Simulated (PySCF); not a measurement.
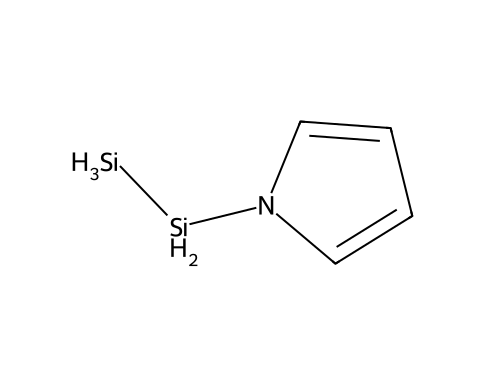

The drawing above gives the connectivity. Computed geometry: GFN2-xTB optimisation. No frequency run is at hand to confirm it as a minimum.

What does the molecule look like in three dimensions?

The molecule is C4H9NSi2. Its SMILES string is `[SiH3][SiH2]n1cccc1`. Independent rings (smallest set): 1 of 5 members, 1 of them aromatic. Among its groups: Si–H bond, Si–N bond. The point group is C1. Coordination: 2 Si tetrahedral; 1 N trigonal planar; 4 C trigonal planar.

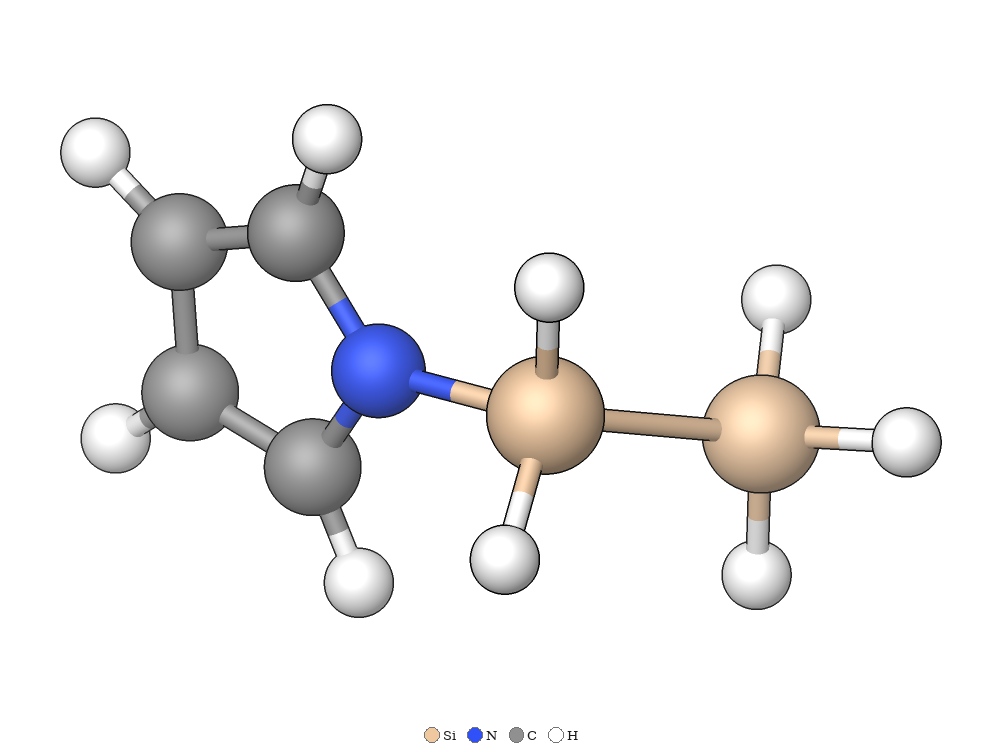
